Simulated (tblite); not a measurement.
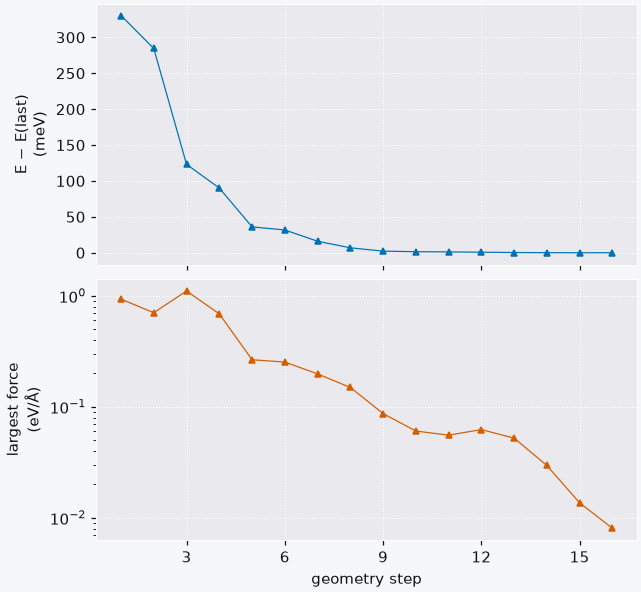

History of a geometry optimisation.

The run: H5P3 (SMILES PPP), by GFN2-xTB geometry optimisation, gas phase in tblite 0.8.0.

**How did the optimisation end?**

The optimisation met its thresholds at geometry 16, counting the start as the first. The energy fell by about 330 meV from the first step to the last. The largest force goes from about 0.93 eV/Å at the start to 8 × 10⁻³ eV/Å at the end.
